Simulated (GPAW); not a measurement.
# free-standing square Ti monolayer, spacing 2.74 A: a ladder in the plane-wave cutoff

Two starts of free-standing square Ti monolayer, spacing 2.74 A are run at each rung of the plane-wave cutoff. Which rung is enough?

Program: GPAW 26.7.0. Level of theory: revPBE; plane waves with GPAW's PAW setups, scalar-relativistic. Results are calculated unless marked as measured.

## 1. Starting point

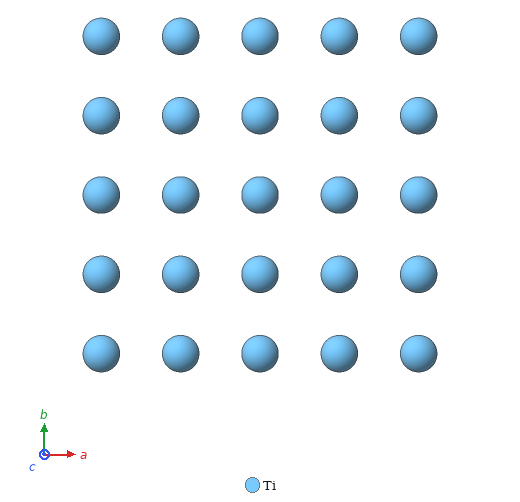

The starting structure, seen from above (titanium blue). 4×4×1 cells are drawn. Some periodic images of atoms are drawn too.

The cell holds 1 atom: 1 Ti. Its edges and angles: a = 2.740 Å, b = 2.740 Å, c = 14.000 Å, α = 90.0°, β = 90.0°, γ = 90.0°. model lattice. Vacuum lies along c.

## 2. Rung 1 (250 eV), start ferro +

The ladder starts at a low cutoff and climbs, to see from where on the results stand still.

order1.py reads:

```python
import json
import numpy as np
from ase import Atoms
from ase.parallel import paropen, parprint
from gpaw import GPAW

atoms = Atoms(['Ti'],
    cell=[[2.74, 0.0, 0.0],
         [0.0, 2.74, 0.0],
         [0.0, 0.0, 14.0]],
    scaled_positions=[[0.0, 0.0, 0.5]],
    pbc=True,
    magmoms=[1.0])
atoms.calc = GPAW(mode={'name': 'pw', 'ecut': 250},
    xc='revPBE',
    kpts={'size': (10, 10, 1), 'gamma': True},
    occupations={'name': 'fermi-dirac', 'width': 0.05},
    convergence={'density': 0.001, 'energy': 1e-05},
    maxiter=200,
    symmetry={'tolerance': 1e-4},
    txt='order1.txt')
e = atoms.get_potential_energy(force_consistent=True)
res = {'free_energy': e, 'energy_sigma0': atoms.get_potential_energy(), 'fermi_energy': atoms.calc.get_fermi_level()}
res['moments'] = atoms.get_magnetic_moments().tolist()
res['total'] = atoms.get_magnetic_moment()
parprint('site moments (muB):', np.round(res['moments'], 3))
parprint(f"total moment: {res['total']:.3f} muB")
parprint(f'free energy: {e:.6f} eV')
atoms.calc.write('order1.gpw')
with paropen('results.json', 'w') as f:
    json.dump(res, f)
```

Run with:

```
$ OMP_NUM_THREADS=1 python3 order1.py > order1.log
```

What it wrote:

```text
gpaw.KohnShamConvergenceError

--- order1.txt ---
Input parameters:
  mode=PW(ecut=250),
  convergence={'density': 0.001, 'energy': 1e-05},
  kpts=MonkhorstPack(size=(10, 10, 1), gamma=True),
  maxiter=200,
  occupations=Occupations(name='fermi-dirac', width=0.05),
  symmetry=Symmetry(tolerance=0.0001),
  xc=XC(name='revPBE')

Diagonalizing LCAO Hamiltonian
Converting LCAO to pw mode
   .------.
  /|      |
 * |      |
 | |      |
 | |      |
 | |      |
 | |      |
 | |      |
[...]
Ti|      |
[...]
| |      |
 | |      |
 | |      |
 | |      |
 | .------.
 |/      /
 *------*

Atoms  # Å, Bohr magnetons
|   | symbol |        x |        y |        z |    initial magnetic moments |
|---|--------|----------|----------|----------|-----------------------------|
| 0 |     Ti | 0.000000 | 0.000000 | 7.000000 | ( 0.0000,  0.0000,  1.0000) |

Number of symmetries: 16

BZ-sampling:
  Number of BZ points: 100
  Number of IBZ points: 21

  Monkhorst-Pack size: [10, 10, 1]
  Monkhorst-Pack shift: [0.05, 0.05, 0.0]

Plane wave coefficients: 961
Cutoff: 250.0 eV

Spin-components: 2 (collinear spins)
Bands:           12
Projectors:      6
Spin-degeneracy: 1
Datatype:        complex128

Parallelization:
  kpt:    1
  domain: 1
  band:   1

Density:
  Valence electrons: 12.0
  Components: 2
  Grid points: [10 10 54]
  Charge: 0.0  # |e|

Potential:
  Grid points: [10 10 54]

[... setups left out ...]
Reference energy: -23227.461611  # eV

convergence criteria:
- Maximum integral of absolute [dens]ity change: 0.001 electrons / valence electron
- Maximum [total energy] change in last 3 cyles: 1e-05 eV / valence electron
- Maximum integral of absolute [eigenst]ate change: 4e-08 eV^2 / valence electron
maximum number of iterations: 200

SCF iterations
|iter     |      energy | eigst |  dens |  magmom |
|---------|-------------|-------|-------|---------|
|iter:   1|       0s |   -4.155311 | -0.33 |       |  +1.0043|
|iter:   2|       0s |   -4.076539 | -2.32 | -0.92 |  +1.0099|
|iter:   3|       0s |   -3.848215 | -1.40 | -0.96 |  +1.0903|
|iter:   4|       0s |   -3.868497 | -2.15 | -1.48 |  +1.1401|
|iter:   5|       1s |   -3.872461 | -2.90 | -1.63 |  +1.1731|
|iter:   6|       1s |   -3.886308 | -3.20 | -1.78 |  +1.2818|
[...]
[... 180 iterations left out ...]
[...]
|iter: 197|      47s |   -3.891843 | -3.55 | -2.27 |  +1.5998|
|iter: 198|      47s |   -3.889999 | -3.38 | -2.55 |  +1.3822|
|iter: 199|      47s |   -3.884266 | -3.54 | -2.34 |  +1.1944|
|iter: 200|      48s |   -3.890717 | -3.43 | -2.03 |  +1.4229|
```

It took 50 s on 1 MPI rank of AMD EPYC 9R45, shared host; peak memory 0.14 GiB.

The run stopped without converging, so none of its numbers is a property of the system.

A smaller mixing step or another start is the usual next try.

## 3. Rung 1 (250 eV), start antiferro q=(1/2,1/2,0) +-

The second start gives the energy difference between the two end states, the quantity that is followed up the ladder. Its q is in fractions of the reciprocal vectors of the first run's cell.

order2.py reads:

```python
import json
import numpy as np
from ase import Atoms
from ase.parallel import paropen, parprint
from gpaw import GPAW

atoms = Atoms(['Ti', 'Ti'],
    cell=[[5.48, 0.0, 0.0],
         [2.74, 2.74, 0.0],
         [0.0, 0.0, 14.0]],
    scaled_positions=[[0.0, 0.0, 0.5],
         [0.5, 0.0, 0.5]],
    pbc=True,
    magmoms=[1.0, -1.0])
atoms.calc = GPAW(mode={'name': 'pw', 'ecut': 250},
    xc='revPBE',
    kpts={'size': (5, 10, 1), 'gamma': True},
    occupations={'name': 'fermi-dirac', 'width': 0.05},
    convergence={'density': 0.001, 'energy': 1e-05},
    maxiter=200,
    symmetry={'tolerance': 1e-4},
    txt='order2.txt')
e = atoms.get_potential_energy(force_consistent=True)
res = {'free_energy': e, 'energy_sigma0': atoms.get_potential_energy(), 'fermi_energy': atoms.calc.get_fermi_level()}
res['moments'] = atoms.get_magnetic_moments().tolist()
res['total'] = atoms.get_magnetic_moment()
parprint('site moments (muB):', np.round(res['moments'], 3))
parprint(f"total moment: {res['total']:.3f} muB")
parprint(f'free energy: {e:.6f} eV')
atoms.calc.write('order2.gpw')
with paropen('results.json', 'w') as f:
    json.dump(res, f)
```

Run with:

```
$ OMP_NUM_THREADS=1 python3 order2.py > order2.log
```

What it wrote:

```text
UserWarning: Initial realspace grid (20,15,54) inconsistent with symmetries.
UserWarning: Using symmetrized grid: (20,20,54).

site moments (muB): [ 0.179 -0.178]
total moment: 0.002 muB
free energy: -7.656973 eV

--- order2.txt ---
Input parameters:
  mode=PW(ecut=250),
  convergence={'density': 0.001, 'energy': 1e-05},
  kpts=MonkhorstPack(size=(5, 10, 1), gamma=True),
  maxiter=200,
  occupations=Occupations(name='fermi-dirac', width=0.05),
  symmetry=Symmetry(tolerance=0.0001),
  xc=XC(name='revPBE')

Diagonalizing LCAO Hamiltonian
Converting LCAO to pw mode

       Ti     Ti

Atoms  # Å, Bohr magnetons
|   | symbol |        x |        y |        z |    initial magnetic moments |
|---|--------|----------|----------|----------|-----------------------------|
| 0 |     Ti | 0.000000 | 0.000000 | 7.000000 | ( 0.0000,  0.0000,  1.0000) |
| 1 |     Ti | 2.740000 | 0.000000 | 7.000000 | ( 0.0000,  0.0000, -1.0000) |

Number of symmetries: 8

BZ-sampling:
  Number of BZ points: 50
  Number of IBZ points: 18

  Monkhorst-Pack size: [5, 10, 1]
  Monkhorst-Pack shift: [0.0, 0.05, 0.0]

Plane wave coefficients: 1901
Cutoff: 250.0 eV

Spin-components: 2 (collinear spins)
Bands:           19
Projectors:      12
Spin-degeneracy: 1
Datatype:        complex128

Parallelization:
  kpt:    1
  domain: 1
  band:   1

Density:
  Valence electrons: 24.0
  Components: 2
  Grid points: [20 20 54]
  Charge: 0.0  # |e|

Potential:
  Grid points: [20 20 54]

[... setups left out ...]
Reference energy: -46454.923221  # eV

convergence criteria:
- Maximum integral of absolute [dens]ity change: 0.001 electrons / valence electron
[...]
|iter:  29|      23s |   -7.626287c| -6.37 | -4.27c|  +0.0005|
|iter:  30|      23s |   -7.626266c| -6.41 | -4.45c|  +0.0008|
|iter:  31|      24s |   -7.626262c| -7.23 | -4.36c|  +0.0011|
|iter:  32|      25s |   -7.626260c| -7.61c| -4.63c|  +0.0016|

Converged in 32 steps
Energy contributions relative to reference atoms: (reference = -46454.923221)

Energy contributions:
  Kinetic:         -23.778529
  Coulomb:          21.135158
  Zero:              2.310393
  External:          0.000000
  Xc:               -7.262569
  Entropy:          -0.061425
  Spinorbit:         0.000000
  ----------------------------
  Free energy:      -7.656973
  Extrapolated:     -7.626260

dipole moment: (-34.940651, -17.470326, 0.000001)  # |e|*Ang

Total magnetic moment: (0.000000, 0.000000, 0.001585)

Local magnetic moments
|        x |        y |         z |
|----------|----------|-----------|
| 0.000000 | 0.000000 |  0.178906 |  # Ti   0
| 0.000000 | 0.000000 | -0.178192 |  # Ti   1

Fermi level: -1.670
Eigenvalues  # (at kpt = [0.000, 0.000, 0.000])
| band index |      eig [eV] | occ [0-1] |      eig [eV] | occ [0-1] |
|------------|---------------|-----------|---------------|-----------|
|          0 |       -58.852 |     1.000 |       -58.851 |     1.000 |
|        ... |               |           |               |           |
|          4 |       -35.111 |     1.000 |       -35.111 |     1.000 |
|          5 |       -35.032 |     1.000 |       -35.031 |     1.000 |
|          6 |       -34.572 |     1.000 |       -34.572 |     1.000 |
|          7 |       -34.572 |     1.000 |       -34.571 |     1.000 |
[...]
|         15 |         0.322 |     0.000 |         0.323 |     0.000 |
|         16 |         0.601 |     0.000 |         0.601 |     0.000 |
|         17 |         0.601 |     0.000 |         0.601 |     0.000 |
|         18 |         1.666 |     0.000 |         1.666 |     0.000 |

No gap
No difference between direct/indirect transitions
```

Elapsed: 27 s, on 1 MPI rank; peak memory 0.2 GiB.

Spin moment in the augmentation sphere by atom:

| atom | spin moment in the augmentation sphere (μB) |
| --- | --- |
| Ti1 | 0.179 |
| Ti2 | -0.178 |

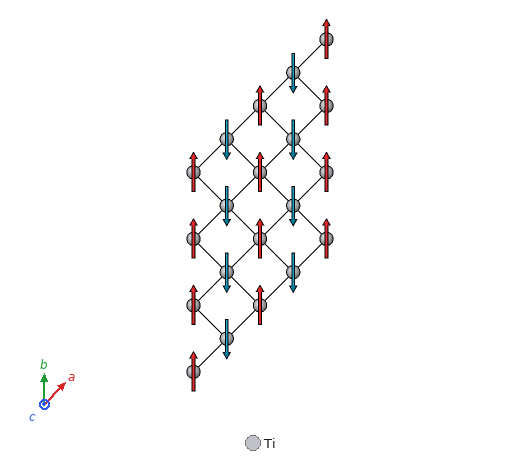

Spin moment in the augmentation sphere as arrows, the longest 0.179 μB. Up and down stand for the sign. Arrows give size and sign along the axis of quantisation, drawn up and down the page. The two directions have two colours. 2×3×1 cells are drawn. Some periodic images of atoms are drawn too.

This step gave:

```yaml
magnetization: 0 μB
final_state: antiferromagnetic
```

After 32 cycles the largest moment stands at 0.179 μB.

## 4. Rung 2 (325 eV), start ferro +

order1.py is the script of step 2 with these lines changed:

```diff
@@ -13,3 +13,3 @@
     magmoms=[1.0])
-atoms.calc = GPAW(mode={'name': 'pw', 'ecut': 250},
+atoms.calc = GPAW(mode={'name': 'pw', 'ecut': 325},
     xc='revPBE',
```

Run with:

```
$ OMP_NUM_THREADS=1 python3 order1.py > order1.log
```

What it wrote:

```text
site moments (muB): [1.172]
total moment: 2.087 muB
free energy: -4.097513 eV

--- order1.txt ---
Input parameters:
  mode=PW(ecut=325),
  convergence={'density': 0.001, 'energy': 1e-05},
  kpts=MonkhorstPack(size=(10, 10, 1), gamma=True),
  maxiter=200,
  occupations=Occupations(name='fermi-dirac', width=0.05),
  symmetry=Symmetry(tolerance=0.0001),
  xc=XC(name='revPBE')

Diagonalizing LCAO Hamiltonian
[...]
|          3 |       -35.222 |     1.000 |       -33.978 |     1.000 |
|          4 |        -6.126 |     1.000 |        -5.007 |     1.000 |
[...]
|          8 |        -0.182 |     0.000 |         1.377 |     0.000 |
|          9 |        -0.182 |     0.000 |         1.377 |     0.000 |
|         10 |         1.274 |     0.000 |         1.951 |     0.000 |
|         11 |         1.632 |     0.000 |         2.040 |     0.000 |

No gap
No difference between direct/indirect transitions


[key lines of the parts left out:]
Free energy:      -4.097513
Converged in 23 steps
dipole moment: (-8.696877, -8.696877, 0.000000)  # |e|*Ang
Fermi level: -1.707
```

It took 9 s on 1 MPI rank; peak memory 0.16 GiB.

Read from the output:

- magnetization: 2.087 μB
- final state: ferromagnetic
- largest moment: 1.172 μB

After 23 cycles the largest moment stands at 1.17 μB.

## 5. Rung 2 (325 eV), start antiferro q=(1/2,1/2,0) +-

order2.py is the script of step 3 with these lines changed:

```diff
@@ -14,3 +14,3 @@
     magmoms=[1.0, -1.0])
-atoms.calc = GPAW(mode={'name': 'pw', 'ecut': 250},
+atoms.calc = GPAW(mode={'name': 'pw', 'ecut': 325},
     xc='revPBE',
```

Run with:

```
$ OMP_NUM_THREADS=1 python3 order2.py > order2.log
```

What it wrote:

```text
UserWarning: Initial realspace grid (24,18,60) inconsistent with symmetries.
UserWarning: Using symmetrized grid: (24,24,60).

site moments (muB): [ 0.194 -0.194]
total moment: 0.000 muB
free energy: -8.021494 eV

--- order2.txt ---
Input parameters:
  mode=PW(ecut=325),
  convergence={'density': 0.001, 'energy': 1e-05},
  kpts=MonkhorstPack(size=(5, 10, 1), gamma=True),
  maxiter=200,
[...]
|          6 |       -34.577 |     1.000 |       -34.577 |     1.000 |
|          7 |       -34.577 |     1.000 |       -34.577 |     1.000 |
[...]
|         15 |         0.311 |     0.000 |         0.311 |     0.000 |
|         16 |         0.595 |     0.000 |         0.595 |     0.000 |
|         17 |         0.595 |     0.000 |         0.595 |     0.000 |
|         18 |         1.653 |     0.000 |         1.654 |     0.000 |

No gap
No difference between direct/indirect transitions


[key lines of the parts left out:]
Free energy:      -8.021494
Converged in 26 steps
dipole moment: (-34.830247, -17.415121, 0.000001)  # |e|*Ang
Fermi level: -1.672
```

Run time: 41 s. Hardware: 1 MPI rank; peak memory 0.25 GiB.

Numbers from this step:

| Quantity | Value |
| --- | --- |
| magnetization | 0 μB |
| final state | antiferromagnetic |
| largest moment | 0.1940 μB |

This start lies +86.8 meV a seeded atom from the first; its largest moment is 0.194 μB.

## 6. Rung 3 (400 eV), start ferro +

order1.py is the script of step 4 with these lines changed:

```diff
@@ -13,3 +13,3 @@
     magmoms=[1.0])
-atoms.calc = GPAW(mode={'name': 'pw', 'ecut': 325},
+atoms.calc = GPAW(mode={'name': 'pw', 'ecut': 400},
     xc='revPBE',
```

Run with:

```
$ OMP_NUM_THREADS=1 python3 order1.py > order1.log
```

What it wrote:

```text
site moments (muB): [1.18]
total moment: 2.092 muB
free energy: -4.247825 eV

--- order1.txt ---
Input parameters:
  mode=PW(ecut=400),
  convergence={'density': 0.001, 'energy': 1e-05},
  kpts=MonkhorstPack(size=(10, 10, 1), gamma=True),
  maxiter=200,
  occupations=Occupations(name='fermi-dirac', width=0.05),
  symmetry=Symmetry(tolerance=0.0001),
  xc=XC(name='revPBE')

Diagonalizing LCAO Hamiltonian
[...]
|          3 |       -35.216 |     1.000 |       -33.966 |     1.000 |
|          4 |        -6.114 |     1.000 |        -4.994 |     1.000 |
[...]
|          8 |        -0.189 |     0.000 |         1.376 |     0.000 |
|          9 |        -0.189 |     0.000 |         1.376 |     0.000 |
|         10 |         1.267 |     0.000 |         1.947 |     0.000 |
|         11 |         1.638 |     0.000 |         2.067 |     0.000 |

No gap
No difference between direct/indirect transitions


[key lines of the parts left out:]
Free energy:      -4.247825
Converged in 66 steps
dipole moment: (-8.671400, -8.671400, 0.000000)  # |e|*Ang
Fermi level: -1.707
```

Run time: 30 s. Hardware: 1 MPI rank; peak memory 0.18 GiB.

This step gave:

| Property | Result |
| --- | --- |
| magnetization | 2.092 μB |
| final state | ferromagnetic |
| largest moment | 1.180 μB |

The largest moment moves by +0.01 μB from rung 2, at 3.3 times its CPU time.

## 7. Rung 3 (400 eV), start antiferro q=(1/2,1/2,0) +-

order2.py is the script of step 5 with these lines changed:

```diff
@@ -14,3 +14,3 @@
     magmoms=[1.0, -1.0])
-atoms.calc = GPAW(mode={'name': 'pw', 'ecut': 325},
+atoms.calc = GPAW(mode={'name': 'pw', 'ecut': 400},
     xc='revPBE',
```

Run with:

```
$ OMP_NUM_THREADS=1 python3 order2.py > order2.log
```

What it wrote:

```text
UserWarning: Initial realspace grid (27,18,70) inconsistent with symmetries.
UserWarning: Using symmetrized grid: (27,27,70).

site moments (muB): [ 0.195 -0.195]
total moment: 0.000 muB
free energy: -8.319298 eV

--- order2.txt ---
Input parameters:
  mode=PW(ecut=400),
  convergence={'density': 0.001, 'energy': 1e-05},
  kpts=MonkhorstPack(size=(5, 10, 1), gamma=True),
  maxiter=200,
[...]
|          6 |       -34.567 |     1.000 |       -34.567 |     1.000 |
|          7 |       -34.567 |     1.000 |       -34.567 |     1.000 |
[...]
|         15 |         0.310 |     0.000 |         0.309 |     0.000 |
|         16 |         0.591 |     0.000 |         0.591 |     0.000 |
|         17 |         0.591 |     0.000 |         0.591 |     0.000 |
|         18 |         1.649 |     0.000 |         1.649 |     0.000 |

No gap
No difference between direct/indirect transitions


[key lines of the parts left out:]
Free energy:      -8.319298
Converged in 31 steps
dipole moment: (-34.728972, -17.364486, 0.000001)  # |e|*Ang
Fermi level: -1.671
```

The job ended after 78 s (1 MPI rank; peak memory 0.3 GiB).

Read from the output:

```yaml
magnetization: 0 μB
final_state: antiferromagnetic
largest_moment: 0.1954 μB
```

This start lies +88.2 meV a seeded atom from the first, a change of +1.4 meV since rung 2; its largest moment is 0.195 μB.

## 8. Rung 4 (500 eV), start ferro +

order1.py is the script of step 6 with these lines changed:

```diff
@@ -13,3 +13,3 @@
     magmoms=[1.0])
-atoms.calc = GPAW(mode={'name': 'pw', 'ecut': 400},
+atoms.calc = GPAW(mode={'name': 'pw', 'ecut': 500},
     xc='revPBE',
```

Run with:

```
$ OMP_NUM_THREADS=1 python3 order1.py > order1.log
```

What it wrote:

```text
gpaw.KohnShamConvergenceError

--- order1.txt ---
Input parameters:
  mode=PW(ecut=500),
  convergence={'density': 0.001, 'energy': 1e-05},
  kpts=MonkhorstPack(size=(10, 10, 1), gamma=True),
  maxiter=200,
  occupations=Occupations(name='fermi-dirac', width=0.05),
  symmetry=Symmetry(tolerance=0.0001),
  xc=XC(name='revPBE')

Diagonalizing LCAO Hamiltonian
Converting LCAO to pw mode
   .------.
  /|      |
 * |      |
 | |      |
 | |      |
 | |      |
 | |      |
 | |      |
[...]
Ti|      |
[...]
| |      |
 | |      |
 | |      |
[...]
|iter:   2|       0s |   -4.449572 | -2.09 | -0.92 |  +1.0100|
|iter:   3|       1s |   -4.213275 | -1.25 | -0.96 |  +1.0953|
|iter:   4|       1s |   -4.236102 | -2.02 | -1.49 |  +1.1489|
|iter:   5|       2s |   -4.241609 | -2.77 | -1.63 |  +1.1853|
|iter:   6|       2s |   -4.255873 | -2.86 | -1.78 |  +1.2974|
[...]
[... 180 iterations left out ...]
[...]
|iter: 197|     106s |   -4.258432 | -3.16 | -2.50 |  +1.3482|
|iter: 198|     107s |   -4.261788 | -2.98 | -2.26 |  +1.6498|
|iter: 199|     107s |   -4.259808 | -3.28 | -2.40 |  +1.4296|
|iter: 200|     108s |   -4.261780 | -3.35 | -2.40 |  +1.6492|
```

Run time: 1.8 min. Hardware: 1 MPI rank; peak memory 0.2 GiB.

No converged result was reached; the numbers in the log don't describe the system.

A smaller mixing step or another start is the usual next try.

## 9. Rung 4 (500 eV), start antiferro q=(1/2,1/2,0) +-

order2.py is the script of step 7 with these lines changed:

```diff
@@ -14,3 +14,3 @@
     magmoms=[1.0, -1.0])
-atoms.calc = GPAW(mode={'name': 'pw', 'ecut': 400},
+atoms.calc = GPAW(mode={'name': 'pw', 'ecut': 500},
     xc='revPBE',
```

Run with:

```
$ OMP_NUM_THREADS=1 python3 order2.py > order2.log
```

What it wrote:

```text
UserWarning: Initial realspace grid (30,20,75) inconsistent with symmetries.
UserWarning: Using symmetrized grid: (30,30,75).

site moments (muB): [ 0.203 -0.203]
total moment: -0.000 muB
free energy: -8.391635 eV

--- order2.txt ---
Input parameters:
  mode=PW(ecut=500),
  convergence={'density': 0.001, 'energy': 1e-05},
  kpts=MonkhorstPack(size=(5, 10, 1), gamma=True),
  maxiter=200,
[...]
|          6 |       -34.551 |     1.000 |       -34.551 |     1.000 |
|          7 |       -34.551 |     1.000 |       -34.551 |     1.000 |
[...]
|         15 |         0.308 |     0.000 |         0.308 |     0.000 |
|         16 |         0.590 |     0.000 |         0.590 |     0.000 |
|         17 |         0.590 |     0.000 |         0.590 |     0.000 |
|         18 |         1.645 |     0.000 |         1.645 |     0.000 |

No gap
No difference between direct/indirect transitions


[key lines of the parts left out:]
Free energy:      -8.391635
Converged in 25 steps
dipole moment: (-34.703532, -17.351766, 0.000001)  # |e|*Ang
Fermi level: -1.670
```

Run time: 75 s. Hardware: 1 MPI rank; peak memory 0.37 GiB.

Read from the output:

* magnetization: 0 μB
* final state: antiferromagnetic
* largest moment: 0.2031 μB

The largest moment moves by +0.01 μB from rung 3, at 0.96 times its CPU time.

(Continued in part 2 of 2.)

[Logs and program files are shortened in this print: banners, set-up blocks, solver, clock and traceback lines can be left out without a mark of their own.]

[Logs are printed without paths, hosts, clocks, repeated set-up lines and the standing remarks that a program may print on its own settings, such as how far it seeks lower states.]

[Hosts, paths, dates, database ids (printed as entryN), source tags and the programs' standing remarks are cut or masked in the printed files.]

[Where a cell is said to come from a database of computed structures, the database is the Materials Project.]
